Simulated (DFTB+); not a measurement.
## C7H13N: single-point calculation

- system: C7H13N, SMILES C1CC2CCCN2C1
- method: DFTB2, R-SCC (DFTB+ 25.1)

The geometry comes from this level: GFN2-xTB.

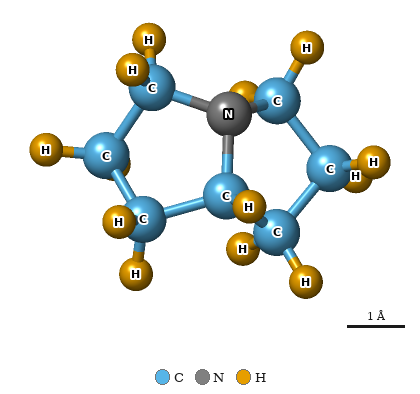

*The structure as given in the input (ball-and-stick view, seen at a tilt).*

Bond lengths as drawn: C–C 1.52 to 1.54 Å, C–H 1.09 to 1.10 Å and C–N 1.45 to 1.47 Å.

## Input file (dftb_in.hsd)
```
Geometry = GenFormat {
  21 C
  C N H
     1  1     -0.313460     -1.762170      0.753900
     2  1      0.429300     -1.630440     -0.573850
     3  1      0.736600     -0.125300     -0.667470
     4  1     -0.260130      0.679070     -1.511800
     5  1     -0.392900      1.980110     -0.726670
     6  1     -0.353340      1.478030      0.712290
     7  2      0.646140      0.418250      0.699210
     8  1      0.386910     -0.693410      1.599240
     9  3     -0.242160     -2.758020      1.186260
    10  3     -1.368230     -1.509810      0.629180
    11  3      1.357320     -2.201930     -0.536140
    12  3     -0.154500     -1.976350     -1.425410
    13  3      1.755670      0.040050     -1.036980
    14  3      0.086180      0.829500     -2.532640
    15  3     -1.223200      0.165680     -1.543570
    16  3      0.465670      2.623660     -0.919290
    17  3     -1.306040      2.527650     -0.953400
    18  3     -1.347690      1.106910      1.006680
    19  3     -0.053960      2.253370      1.422920
    20  3     -0.197200     -0.368210      2.460760
    21  3      1.349040     -1.076630      1.956760
}
Hamiltonian = DFTB {
  SCC = Yes
  SlaterKosterFiles = Type2FileNames {
    Prefix = "slakos/"
    Separator = ""
    Suffix = ".spl"
    LowerCaseTypeName = Yes
  }
  MaxAngularMomentum {
    C = "p"
    N = "p"
    H = "s"
  }
  SCCTolerance = 1e-09
}
Options {
  WriteResultsTag = Yes
}
InputVersion = 25.1
```

Machine: 1 thread of AMD EPYC (Zen 5), 32 GiB of memory available, shared host.

Launch command:
```bash
dftb+ > output.log
```

## Output
```
|  DFTB+ development version (commit: a23bfb2)

Reading input file 'dftb_in.hsd'
Parser version: 14

--------------------------------------------------------------------------------
Reading SK-files:
./slakos/cc.spl
./slakos/cn.spl
./slakos/ch.spl
./slakos/nn.spl
./slakos/nh.spl
./slakos/hh.spl
Done.

Processed input in HSD format written to 'dftb_pin.hsd'

Starting initialization...
--------------------------------------------------------------------------------
OpenMP threads:              1
Chosen random seed:          305191975
Current stacksize:           unlimited
Mode:                        Static calculation
Self consistent charges:     Yes
SCC-tolerance:                 0.100000E-08
Max. scc iterations:                    100
Shell resolved Hubbard:      No
Spin polarisation:           No
Nr. of up electrons:            23.000000
Nr. of down electrons:          23.000000
Periodic boundaries:         No
Electronic solver:           Relatively robust
Mixer:                       Broyden mixer
Mixing parameter:                  0.200000
Nr. of chrg. vec. in memory:            100
Max. SCC-cycles:                        100
Electronic temperature:              0.100000E-07 H      0.272114E-06 eV
Initial charges:             Set automatically (system chrg:   0.000E+00)
Included shells:             C:  s, p
                             N:  s, p
                             H:  s
Extra options:
                             Mulliken analysis

--------------------------------------------------------------------------------

***  Geometry step: 0

 iSCC Total electronic   Diff electronic      SCC error
    1   -0.19715911E+02    0.00000000E+00    0.38202233E+00
    2   -0.19723522E+02   -0.19715911E+02    0.24269713E+00
    3   -0.19728359E+02   -0.76111414E-02    0.37681040E-01
    4   -0.19728454E+02   -0.48364924E-02    0.32050367E-02
    5   -0.19728455E+02   -0.95718834E-04    0.13530666E-02
    6   -0.19728455E+02   -0.52797987E-06    0.16333131E-03
    7   -0.19728455E+02   -0.39035970E-06    0.33907439E-04
    8   -0.19728455E+02   -0.28003946E-08    0.12169577E-04
    9   -0.19728455E+02   -0.86171070E-10    0.75175041E-06
   10   -0.19728455E+02   -0.80575546E-11    0.16392632E-06
   11   -0.19728455E+02   -0.95923269E-13    0.63665321E-07
   12   -0.19728455E+02   -0.71054274E-14    0.63931359E-08
   13   -0.19728455E+02    0.71054274E-14    0.46106097E-09

Total Energy:                      -19.2927361787 H         -524.9821 eV
Extrapolated to 0K:                -19.2927361787 H         -524.9821 eV
Total Mermin free energy:          -19.2927361787 H         -524.9821 eV
Force related energy:              -19.2927361787 H         -524.9821 eV

--------------------------------------------------------------------------------
--------------------------------------------------------------------------------
SCC                                    +       0.01 ( 91.4%)       0.02 (100.0%)
--------------------------------------------------------------------------------
Missing                                +       0.00 (  8.6%)       0.00 (  0.0%)
Total                                  =       0.01 (100.0%)       0.02 (100.0%)
--------------------------------------------------------------------------------
```

## File detailed.out
```
Fermi distribution function

Calculation with static geometry

********************************************************************************
 iSCC Total electronic   Diff electronic      SCC error
   13   -0.19728455E+02    0.71054274E-14    0.46106097E-09
********************************************************************************

 Total charge:    -0.00000000

 Atomic gross charges (e)
 Atom           Charge
    1      -0.11506817
    2      -0.12004405
    3       0.07835785
    4      -0.11891992
    5      -0.10850001
    6       0.01229662
    7      -0.21329860
    8       0.00813983
    9       0.05071207
   10       0.05322506
   11       0.05164565
   12       0.05173294
   13       0.02671320
   14       0.04983665
   15       0.05323200
   16       0.05531069
   17       0.04995136
   18       0.02879178
   19       0.03179647
   20       0.04104179
   21       0.03304679

Nr. of electrons (up):     46.00000000
Atom populations (up)
 Atom       Population
    1       4.11506817
    2       4.12004405
    3       3.92164215
    4       4.11891992
    5       4.10850001
    6       3.98770338
    7       5.21329860
    8       3.99186017
    9       0.94928793
   10       0.94677494
   11       0.94835435
   12       0.94826706
   13       0.97328680
   14       0.95016335
   15       0.94676800
   16       0.94468931
   17       0.95004864
   18       0.97120822
   19       0.96820353
   20       0.95895821
   21       0.96695321

l-shell populations (up)
 Atom Sh.   l       Population
    1   1   0       1.23082999
    1   2   1       2.88423818
    2   1   0       1.23414795
    2   2   1       2.88589610
    3   1   0       1.18967171
    3   2   1       2.73197044
    4   1   0       1.23314810
    4   2   1       2.88577182
    5   1   0       1.22869132
    5   2   1       2.87980869
    6   1   0       1.20405789
    6   2   1       2.78364550
    7   1   0       1.41564075
    7   2   1       3.79765786
    8   1   0       1.20413760
    8   2   1       2.78772257
    9   1   0       0.94928793
   10   1   0       0.94677494
   11   1   0       0.94835435
   12   1   0       0.94826706
   13   1   0       0.97328680
   14   1   0       0.95016335
   15   1   0       0.94676800
   16   1   0       0.94468931
   17   1   0       0.95004864
   18   1   0       0.97120822
   19   1   0       0.96820353
   20   1   0       0.95895821
   21   1   0       0.96695321

Orbital populations (up)
 Atom Sh.   l   m       Population  Label
    1   1   0   0       1.23082999  s
    1   2   1  -1       0.95859754  p_y
    1   2   1   0       0.96005998  p_z
    1   2   1   1       0.96558066  p_x
    2   1   0   0       1.23414795  s
    2   2   1  -1       0.96625391  p_y
    2   2   1   0       0.95253229  p_z
    2   2   1   1       0.96710989  p_x
    3   1   0   0       1.18967171  s
    3   2   1  -1       0.90617082  p_y
    3   2   1   0       0.87999341  p_z
    3   2   1   1       0.94580621  p_x
    4   1   0   0       1.23314810  s
    4   2   1  -1       0.96229806  p_y
    4   2   1   0       0.95386579  p_z
    4   2   1   1       0.96960797  p_x
    5   1   0   0       1.22869132  s
    5   2   1  -1       0.95325956  p_y
    5   2   1   0       0.96268288  p_z
    5   2   1   1       0.96386626  p_x
    6   1   0   0       1.20405789  s
    6   2   1  -1       0.92581353  p_y
    6   2   1   0       0.94487831  p_z
    6   2   1   1       0.91295365  p_x
    7   1   0   0       1.41564075  s
    7   2   1  -1       1.13417690  p_y
    7   2   1   0       1.06966842  p_z
    7   2   1   1       1.59381253  p_x
    8   1   0   0       1.20413760  s
    8   2   1  -1       0.90378440  p_y
    8   2   1   0       0.93141146  p_z
    8   2   1   1       0.95252671  p_x
    9   1   0   0       0.94928793  s
   10   1   0   0       0.94677494  s
   11   1   0   0       0.94835435  s
   12   1   0   0       0.94826706  s
   13   1   0   0       0.97328680  s
   14   1   0   0       0.95016335  s
   15   1   0   0       0.94676800  s
   16   1   0   0       0.94468931  s
   17   1   0   0       0.95004864  s
   18   1   0   0       0.97120822  s
   19   1   0   0       0.96820353  s
   20   1   0   0       0.95895821  s
   21   1   0   0       0.96695321  s

Fermi level:                         0.0307081298 H            0.8356 eV
Band energy:                       -18.6133765881 H         -506.4957 eV
TS:                                  0.0000000000 H            0.0000 eV
Band free energy (E-TS):           -18.6133765881 H         -506.4957 eV
Extrapolated E(0K):                -18.6133765881 H         -506.4957 eV
Input / Output electrons (q):     46.0000000000     46.0000000000

Energy H0:                         -19.7369399561 H         -537.0695 eV
Energy SCC:                          0.0084845481 H            0.2309 eV
Total Electronic energy:           -19.7284554080 H         -536.8386 eV
Repulsive energy:                    0.4357192293 H           11.8565 eV
Total energy:                      -19.2927361787 H         -524.9821 eV
Extrapolated to 0:                 -19.2927361787 H         -524.9821 eV
Total Mermin free energy:          -19.2927361787 H         -524.9821 eV
Force related energy:              -19.2927361787 H         -524.9821 eV

Non-constrained calculation

SCC converged

Dipole moment:   -0.19582819   -0.08382219   -0.07815125 au
Dipole moment:   -0.49774566   -0.21305478   -0.19864068 Debye
```

## File band.out
```
 KPT            1  SPIN            1  KWEIGHT    1.0000000000000000
     1    -20.9213  2.00000
     2    -17.8630  2.00000
     3    -17.3472  2.00000
     4    -15.9928  2.00000
     5    -14.9842  2.00000
     6    -13.1260  2.00000
     7    -12.8662  2.00000
     8    -12.1467  2.00000
     9    -10.9623  2.00000
    10    -10.3489  2.00000
    11    -10.3018  2.00000
    12     -9.6664  2.00000
    13     -9.5134  2.00000
    14     -9.0065  2.00000
    15     -8.5788  2.00000
    16     -8.2819  2.00000
    17     -8.1886  2.00000
    18     -7.9487  2.00000
    19     -7.8786  2.00000
    20     -7.7251  2.00000
    21     -7.4036  2.00000
    22     -7.3385  2.00000
    23     -4.8571  2.00000
    24      6.5283  0.00000
    25      6.7758  0.00000
    26      6.8955  0.00000
    27      8.2555  0.00000
    28      8.4791  0.00000
    29      8.6061  0.00000
    30      9.2054  0.00000
    31      9.6584  0.00000
    32     11.0473  0.00000
    33     11.4990  0.00000
    34     11.9671  0.00000
    35     12.3502  0.00000
    36     12.4607  0.00000
    37     12.7487  0.00000
    38     13.1918  0.00000
    39     13.4542  0.00000
    40     14.2697  0.00000
    41     14.3915  0.00000
    42     15.3582  0.00000
    43     16.1613  0.00000
    44     16.5603  0.00000
    45     16.6945  0.00000
```

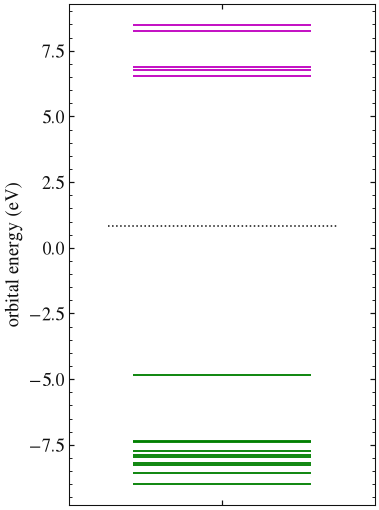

*Orbital energies near the frontier; the dotted line parts filled from empty levels, and levels within 0.02 eV of each other stand side by side.*

Highest filled −4.86 eV, lowest empty 6.53 eV, 11.39 eV apart.

## Summary

- outcome: converged
- Mermin free energy: −19.292736 hartree
- basis functions: 45
- HOMO: −4.86 eV
- LUMO: 6.53 eV
- dipole moment: 0.58 D
- peak memory: 0.073 GiB

## Remarks

Settings chosen away from the usual ones: scf_conv.
